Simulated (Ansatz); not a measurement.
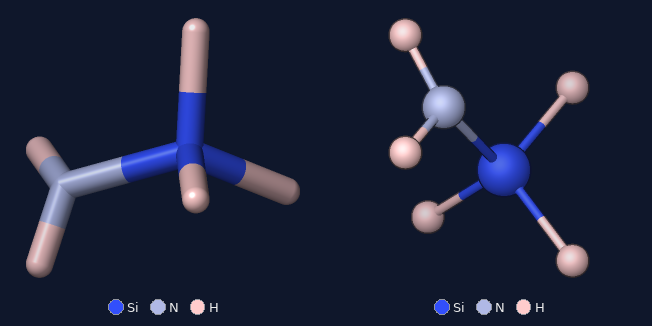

The same structure drawn twice, from different directions.

The computed structure is the end point of a PBE0-D4/def2-TZVP optimisation.

**Give the formula.**

H5NSi, 7 atoms: 5 hydrogen, 1 nitrogen and 1 silicon.

**Give the symmetry (Schoenflies symbol).**

Cs.

**Count the bonded pairs by element.**

3 Si–H, 2 N–H, 1 N–Si. Sticks follow a distance rule.

The parts below concern this one geometry. Atoms keep their numbers from picture to picture.

### Shape

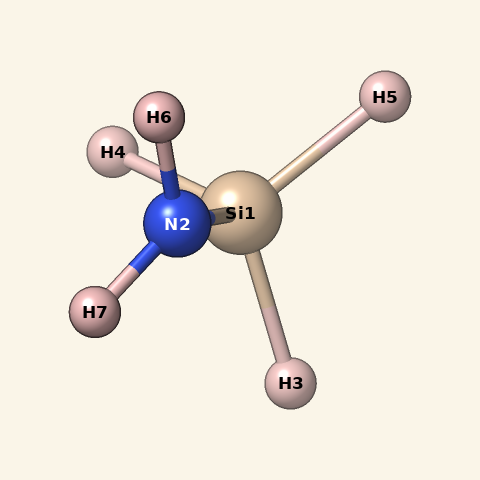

Si1 lies behind N2. The molecule seen a little off the N2–Si1 bond, N2 in front. Atoms fade into the background with distance from the viewer.

**What is the torsion angle H6–N2–Si1–H3? The sign is positive where the front bond must turn clockwise to cover the back bond.**

169°, antiperiplanar (anti).

### Vibrations

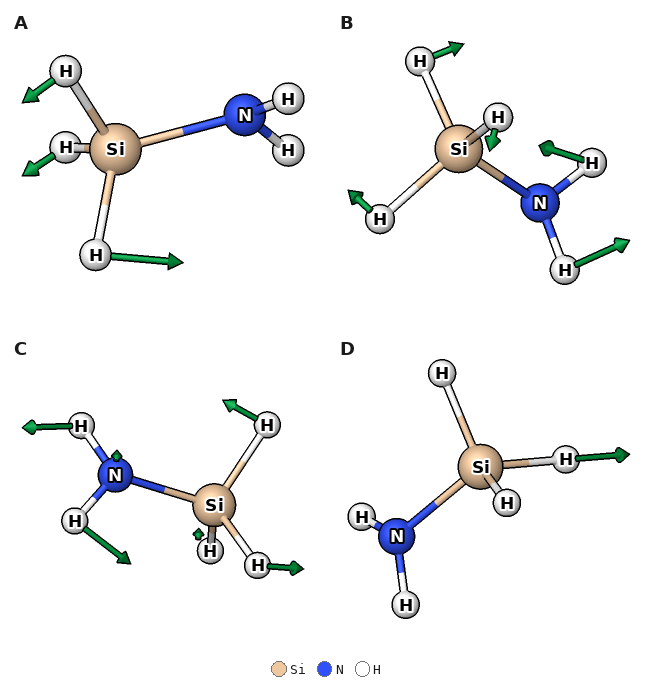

4 normal modes of one molecule or complex, as arrows. Harmonic vibrations computed with RKS PBE0-D4/def2-TZVP (Ansatz 0.2.0) at a stationary point of the same level.

**Match the panels to the wavenumbers 174 cm⁻¹, 701 cm⁻¹, 916 cm⁻¹, 2177 cm⁻¹.**

A: 701 cm⁻¹, H–Si–N bending
B: 174 cm⁻¹, a torsion or out-of-plane motion in which bond lengths and bond angles hardly change
C: 916 cm⁻¹, H–N–Si bending
D: 2177 cm⁻¹, Si–H stretching

### Charges

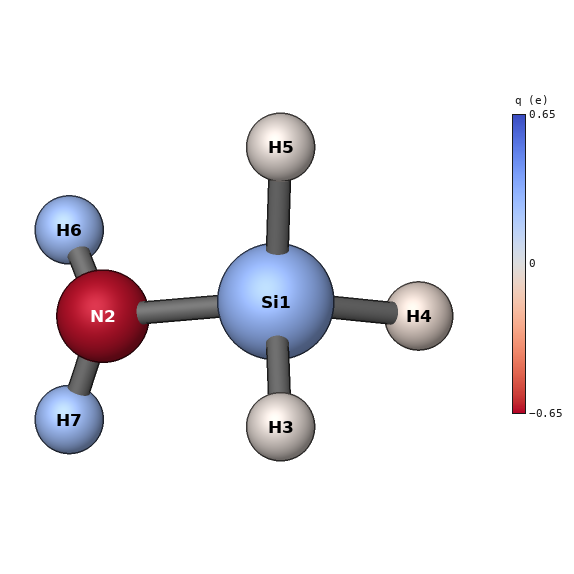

Atoms are coloured by their Mulliken charges. Level of theory: RKS PBE0-D4/def2-TZVP (Ansatz 0.2.0).

**Which atom carries the highest charge (most positive or least negative)?**

Si1 (0.28 e).

**And the lowest?**

N2 (−0.63 e).

Give the Mulliken charges atom by atom.

```csv
atom,value (e)
Si1,0.28
N2,−0.63
H3,−0.03
H4,−0.05
H5,−0.03
H6,0.24
H7,0.24
```

### Dipole moment

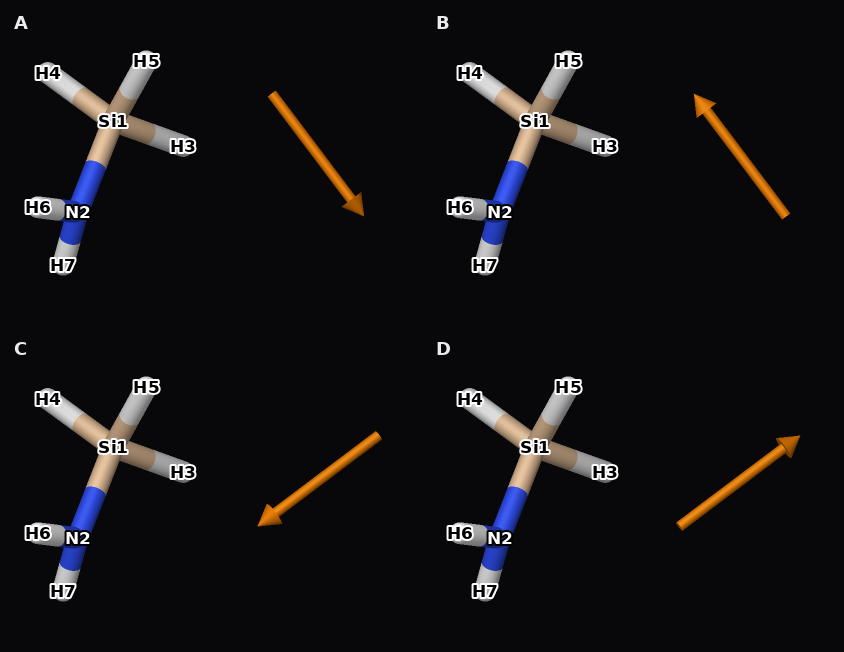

The same molecule four times, each with an arrow. Level of theory: RKS PBE0-D4/def2-TZVP (Ansatz 0.2.0).

**Which arrow points along the dipole moment, from the negative to the positive end?**

C. The dipole moment is 1.37 D; it points from the side of H3, H5 to the side of H6, H7 (the outermost atoms at the two ends).

### Electronic properties

Level of theory: RKS PBE0-D4/def2-TZVPP (Ansatz 0.2.0).

Predict the main results.

- HOMO energy (Kohn–Sham orbital): −7.42 eV
- LUMO energy (Kohn–Sham orbital): 0.34 eV
- HOMO–LUMO gap: 7.76 eV
- dispersion correction: −6.7 kJ/mol

Mulliken values depend strongly on the basis set and can even reverse the polarity of a bond.
